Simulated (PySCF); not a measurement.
# C3H5ClF2O: runs on many settings

Aim: see how C3H5ClF2O (`FCOC[C@H](F)Cl`) answers to the choice of functional, basis, grid and SCF options.

The runs use PySCF 2.14.0, with density-fitted response routines of our own; the level of theory stands in each step. All values are computed, except where a source is named. Atoms are numbered from 0 throughout.

## 1. Starting geometry

12 atoms, charge 0, multiplicity 1; geometry from: GFN2-xTB.

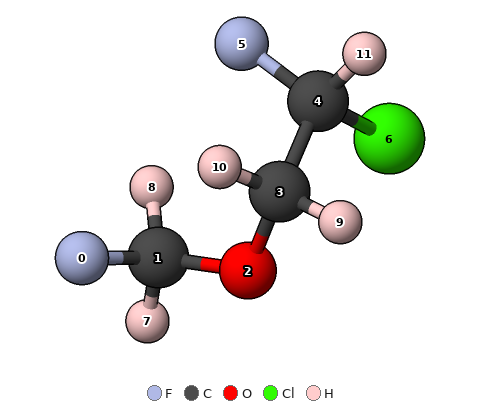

As it starts; fluorine light blue, carbon dark grey, oxygen red, chlorine green, hydrogen pink, atoms numbered.

## 2. Nuclear shieldings: PBE0/pcSseg-1

What the job is given:

```
{"job": {"kind": "nmr", "xc": "PBE0", "basis": "pcSseg-1"}, "charge": 0, "multiplicity": 1}
F     -2.224858    -0.317368     1.161085
C     -1.544714     0.569316     0.358043
O     -0.809570    -0.102793    -0.588705
C      0.285830    -0.848095    -0.105543
C      1.492339     0.006414     0.304043
F      1.319791     0.532370     1.549581
Cl     1.735709     1.349775    -0.839387
H     -2.292496     1.163607    -0.176865
H     -0.946197     1.193649     1.035918
H      0.580249    -1.492846    -0.935589
H     -0.005913    -1.464933     0.754937
H      2.411028    -0.589782     0.339045
```

Level: GIAO PBE0/pcSseg-1 NMR shielding, non-relativistic, gas phase.

Launch:

```sh
OMP_NUM_THREADS=1 python probes_run.py task.json out
```

This one command runs all jobs of the session in turn.

The program printed:

```text
coarse grid: 11240 points
cycle   1  E = -851.6194758121  dE =  9.053e-01  |g| = 8.330e-01  |ddm| = 2.910e+00
cycle   2  E = -851.4812367424  dE =  1.382e-01  |g| = 1.244e+00  |ddm| = 1.227e+00
cycle   3  E = -851.7389987362  dE = -2.578e-01  |g| = 6.281e-02  |ddm| = 7.668e-01
cycle   4  E = -851.7394655853  dE = -4.668e-04  |g| = 4.130e-02  |ddm| = 5.834e-02
cycle   5  E = -851.7397344863  dE = -2.689e-04  |g| = 8.334e-03  |ddm| = 2.532e-02
cycle   6  E = -851.7397445004  dE = -1.001e-05  |g| = 2.180e-03  |ddm| = 6.426e-03
cycle   7  E = -851.7397453217  dE = -8.213e-07  |g| = 6.398e-04  |ddm| = 1.973e-03
final grid: 106648 points
cycle   8  E = -851.8043224775  dE = -3.829e-05  |g| = 1.041e-02  |ddm| = 1.981e-02
cycle   9  E = -851.8043042808  dE =  1.820e-05  |g| = 1.465e-02  |ddm| = 1.348e-02
cycle  10  E = -851.8043417758  dE = -3.750e-05  |g| = 1.182e-03  |ddm| = 8.204e-03
cycle  11  E = -851.8043420147  dE = -2.390e-07  |g| = 3.262e-04  |ddm| = 1.142e-03
cycle  12  E = -851.8043420325  dE = -1.773e-08  |g| = 1.127e-04  |ddm| = 2.514e-04
cycle  13  E = -851.8043420342  dE = -1.747e-09  |g| = 2.564e-05  |ddm| = 6.865e-05
cycle  14  E = -851.8043420343  dE = -1.030e-10  |g| = 6.140e-06  |ddm| = 1.925e-05
converged SCF energy = -851.8043420343

GIAO shielding tensors (ppm)
atom      isotropic    diamagn.    paramagn.     s11        s22        s33       span
  0 F      360.550     472.439    -111.889    251.140    379.067    451.444    200.304
  1 C       80.685     241.140    -160.455     56.623     79.636    105.796     49.173
  2 O      250.543     394.338    -143.795    184.422    263.291    303.916    119.494
  3 C      115.928     244.732    -128.804     97.466    111.195    139.123     41.657
  4 C       72.174     242.905    -170.731     37.942     75.031    103.549     65.607
  5 F      312.538     474.207    -161.669    236.167    314.570    386.876    150.709
  6 Cl     735.489    1146.095    -410.606    428.418    761.459   1016.591    588.173
  7 H       26.021      27.378      -1.357     21.371     26.227     30.464      9.093
  8 H       25.813      28.952      -3.139     21.345     27.519     28.574      7.229
  9 H       28.031      28.771      -0.740     23.641     27.118     33.334      9.693
 10 H       27.007      29.069      -2.062     22.751     27.431     30.838      8.088
 11 H       25.251      27.684      -2.432     21.939     24.716     29.099      7.160
```

Run time: 16 s. Hardware: 1 thread of Intel Xeon Platinum 8488C, shared host; peak memory 0.71 GiB.

Shifts follow as δ = σ(reference) − σ, with reference shieldings (ppm) from runs at the same level and on the same kind of geometry: 1H TMS 31.72, 13C TMS 186.9, 19F CFCl3 170.9, 17O H2O 336.1, 35Cl HCl 950. The references are single molecules in the gas phase, so shifts against H2O, NH3, PH3, H3PO4 or CFCl3 are not on the usual liquid scales and can be off by tens of ppm.

```
atoms                               environment  σ (ppm)  δ (ppm)  δ scaled to CDCl3
   C4                 sp3 CH bonded to Cl and F     72.2    114.8              110.1
   C1                 sp3 CH2 bonded to F and O     80.7    106.2              101.8
   C3                       sp3 CH2 bonded to O    115.9     71.0               67.4
  H11  hydrogen on an sp3 CH bonded to Cl and F    25.25     6.47               6.20
   H8  hydrogen on an sp3 CH2 bonded to F and O    25.81     5.90               5.67
   H7  hydrogen on an sp3 CH2 bonded to F and O    26.02     5.70               5.48
  H10        hydrogen on an sp3 CH2 bonded to O    27.01     4.71               4.55
   H9        hydrogen on an sp3 CH2 bonded to O    28.03     3.69               3.58
   F5                 fluorine on an sp3 carbon    312.5   -141.6                  –
   F0                 fluorine on an sp3 carbon    360.6   -189.6                  –
   O2                              ether oxygen    250.5     85.5                  –
  Cl6                      chlorine bonded to C      735      214                  –
```

The scaled column applies a straight-line fit of computed shieldings to shifts measured in CDCl3, with any fitted terms for Cl, Br or S neighbours; 19F shifts take a fit of their own (root-mean-square error 0.16 ppm for H, 1.9 ppm for C).

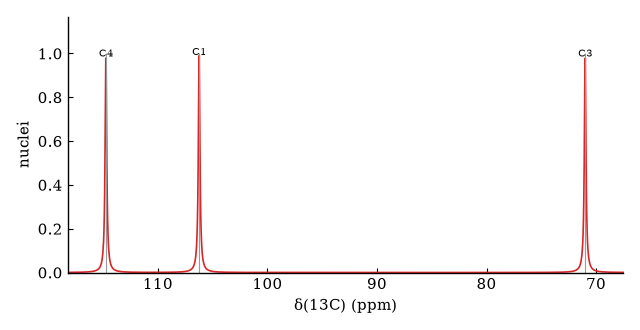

13C lines at the computed shifts, without couplings. Lines are broadened to a width of 0.18 ppm (Lorentzian).

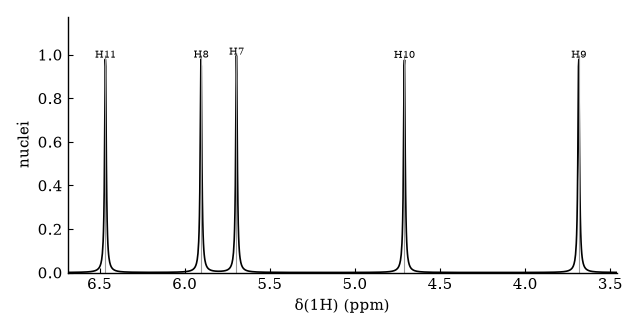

1H lines at the computed shifts, without couplings. Lines are broadened to a width of 0.01 ppm (Lorentzian).

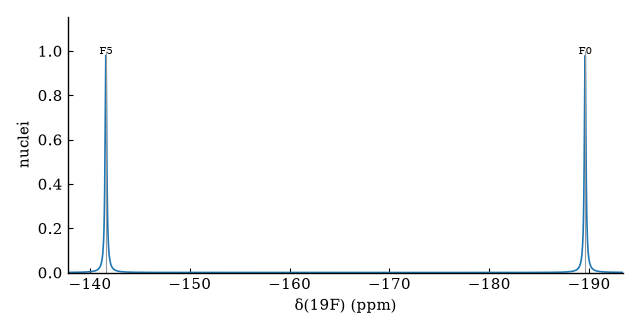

19F lines at the computed shifts, without couplings. Lines are broadened to a width of 0.19 ppm (Lorentzian).

The run also stored atomic charges by several schemes (e):

```
atoms  Mulliken    IAO  Hirshfeld  ESP fit
   F0     -0.34  -0.34      -0.13    -0.25
   C1      0.37   0.22       0.09     0.25
   O2     -0.49  -0.37      -0.14    -0.34
   C3      0.07  -0.08      -0.01     0.04
   C4      0.12   0.16       0.09    -0.13
   F5     -0.29  -0.30      -0.09    -0.11
  Cl6     -0.10  -0.08      -0.06    -0.08
```

Hirshfeld charges:

```
atom  value (e)
  F0      -0.13
  C1       0.09
  O2      -0.14
  C3      -0.01
  C4       0.09
  F5      -0.09
 Cl6      -0.06
  H7       0.06
  H8       0.03
  H9       0.06
 H10       0.05
 H11       0.06
```

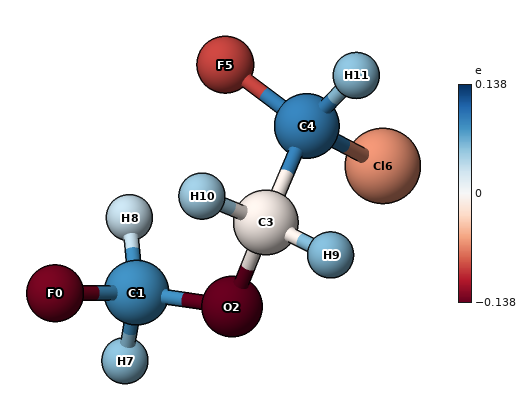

Hirshfeld charges, as colours on the atoms.

Mayer bond orders: F0–C1 0.90, C1–O2 1.01, O2–C3 0.93, C3–C4 0.96, C4–F5 0.92, C4–Cl6 1.03.

## 3. Excited states and response: PBE0/def2-SVPD

The job, as its differences from that of step 2:

```diff
@@ -1,2 +1,2 @@
-{"job": {"kind": "nmr", "xc": "PBE0", "basis": "pcSseg-1"}, "charge": 0, "multiplicity": 1}
+{"job": {"kind": "uv", "xc": "PBE0", "basis": "def2-SVPD", "nstates": 6, "ntriplets": 2}, "charge": 0, "multiplicity": 1}
 F     -2.224858    -0.317368     1.161085
```

Level: TDDFT PBE0/def2-SVPD, vertical, gas phase, core orbitals frozen in the response.

The program printed:

```text
coarse grid: 11240 points
cycle   1  E = -851.2405427647  dE =  8.452e-01  |g| = 7.721e-01  |ddm| = 4.318e+00
cycle   2  E = -851.1055762876  dE =  1.350e-01  |g| = 1.171e+00  |ddm| = 2.083e+00
cycle   3  E = -851.3506223916  dE = -2.450e-01  |g| = 5.806e-02  |ddm| = 1.234e+00
cycle   4  E = -851.3510583744  dE = -4.360e-04  |g| = 3.492e-02  |ddm| = 9.140e-02
cycle   5  E = -851.3512697729  dE = -2.114e-04  |g| = 8.975e-03  |ddm| = 3.640e-02
cycle   6  E = -851.3512821834  dE = -1.241e-05  |g| = 2.338e-03  |ddm| = 9.479e-03
cycle   7  E = -851.3512832996  dE = -1.116e-06  |g| = 4.826e-04  |ddm| = 3.102e-03
final grid: 106648 points
cycle   8  E = -851.4557799041  dE = -3.305e-05  |g| = 9.681e-03  |ddm| = 7.184e-02
cycle   9  E = -851.4557624161  dE =  1.749e-05  |g| = 1.394e-02  |ddm| = 2.264e-02
cycle  10  E = -851.4557980008  dE = -3.558e-05  |g| = 1.005e-03  |ddm| = 1.344e-02
cycle  11  E = -851.4557982204  dE = -2.197e-07  |g| = 2.484e-04  |ddm| = 1.481e-03
cycle  12  E = -851.4557982305  dE = -1.014e-08  |g| = 1.065e-04  |ddm| = 3.295e-04
cycle  13  E = -851.4557982323  dE = -1.773e-09  |g| = 2.662e-05  |ddm| = 9.602e-05
cycle  14  E = -851.4557982325  dE = -1.291e-10  |g| = 5.746e-06  |ddm| = 3.689e-05
converged SCF energy = -851.4557982325

Static polarisability (au): isotropic 57.758, principal 51.258 57.851 64.165

Singlet excitations
state   eV       nm        f      main configurations
  1   7.3543    168.6   0.00231   H->L 0.69, H-1->L 0.26
  2   7.7882    159.2   0.00573   H-1->L 0.68, H->L 0.24
  3   7.8607    157.7   0.00208   H-2->L 0.86
  4   8.0350    154.3   0.01660   H->L+1 0.94
  5   8.4317    147.0   0.03509   H-1->L+1 0.92
  6   8.6742    142.9   0.02137   H-2->L+1 0.52, H-3->L 0.34

Triplet excitations (Tamm-Dancoff, eV): 6.6685 7.0259
```

Run time: 24 s. Hardware: 1 thread of Intel Xeon Platinum 8488C, shared host; peak memory 0.77 GiB.

Frontier orbitals and where they lie:

```
orbital     eV                       atoms
 HOMO−3  -9.74  O2 26 %, Cl6 19 %, F0 19 %
 HOMO−2  -9.40    Cl6 72 %, C4 5 %, F5 5 %
 HOMO−1  -9.15   Cl6 59 %, O2 25 %, C4 6 %
   HOMO  -8.76  O2 35 %, Cl6 15 %, C4 10 %
   LUMO   0.14  Cl6 55 %, C4 25 %, H11 4 %
 LUMO+1   0.46  C3 16 %, Cl6 16 %, C4 16 %
 LUMO+2   1.27  C1 20 %, Cl6 18 %, H7 16 %
```

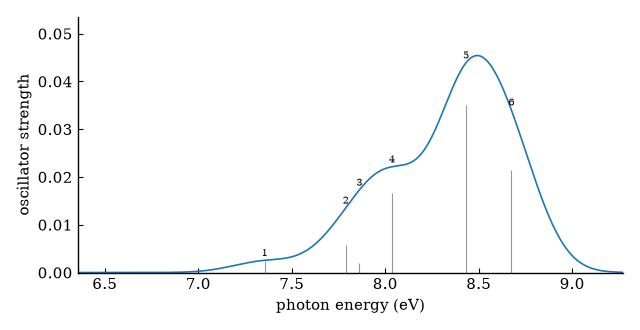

Absorption spectrum from the 6 singlet states computed; above the last one it falls off for lack of states. Lines are broadened to a width of 0.40 eV (Gaussian).

Further results of this job:

```
           property  computed
  dipole moment (D)      1.51
polarisability (Å³)      8.56
 HOMO–LUMO gap (eV)      8.90
      −ε(HOMO) (eV)      8.76
```

## 4. TDDFT and polarisability: PW91/6-311G** in chloroform

The job, as its differences from that of step 3:

```diff
@@ -1,2 +1,2 @@
-{"job": {"kind": "uv", "xc": "PBE0", "basis": "def2-SVPD", "nstates": 6, "ntriplets": 2}, "charge": 0, "multiplicity": 1}
+{"job": {"kind": "uv", "xc": "PW91", "basis": "6-311G**", "solvent": "chloroform", "nstates": 3, "ntriplets": 0, "tda": true, "scf": {"guess": "vsap", "conv": 1e-07}}, "charge": 0, "multiplicity": 1}
 F     -2.224858    -0.317368     1.161085
```

Level: TDA PW91/6-311G**, vertical, IEF-PCM chloroform (non-equilibrium linear response), core orbitals frozen in the response.

The program printed:

```text
final grid: 106648 points
cycle   1  E = -846.5699059258  dE =  4.486e+00  |g| = 4.330e+00  |ddm| = 1.583e+01
cycle   2  E = -819.3786169246  dE =  2.719e+01  |g| = 1.062e+01  |ddm| = 1.735e+01
cycle   3  E = -850.7518538429  dE = -3.137e+01  |g| = 3.042e+00  |ddm| = 6.744e+00
cycle   4  E = -851.9569466471  dE = -1.205e+00  |g| = 1.648e+00  |ddm| = 2.426e+00
cycle   5  E = -852.3738487660  dE = -4.169e-01  |g| = 3.827e-01  |ddm| = 1.040e+00
cycle   6  E = -852.3935920762  dE = -1.974e-02  |g| = 2.371e-01  |ddm| = 3.633e-01
cycle   7  E = -852.4049528726  dE = -1.136e-02  |g| = 6.253e-02  |ddm| = 1.932e-01
cycle   8  E = -852.4056595868  dE = -7.067e-04  |g| = 3.002e-02  |ddm| = 7.073e-02
cycle   9  E = -852.4058004767  dE = -1.409e-04  |g| = 9.236e-03  |ddm| = 2.119e-02
cycle  10  E = -852.4058155552  dE = -1.508e-05  |g| = 1.469e-03  |ddm| = 6.919e-03
cycle  11  E = -852.4058159848  dE = -4.296e-07  |g| = 3.029e-04  |ddm| = 1.543e-03
cycle  12  E = -852.4058160064  dE = -2.160e-08  |g| = 7.281e-05  |ddm| = 3.543e-04
converged SCF energy = -852.4058160064

Static polarisability (au): isotropic 57.358, principal 47.042 57.907 67.126

Singlet excitations
state   eV       nm        f      main configurations
  1   6.3393    195.6   0.00475   H->L 0.99
  2   7.0011    177.1   0.02038   H-1->L 0.81, H-2->L 0.15
  3   7.3659    168.3   0.00788   H-2->L 0.77, H-1->L 0.17
```

Run time: 14 s. Hardware: 1 thread of Intel Xeon Platinum 8488C, shared host; peak memory 0.72 GiB.

This run: HOMO -6.86 eV, LUMO -0.61 eV; lowest singlet 6.34 eV.

[end of part 1 of 2]
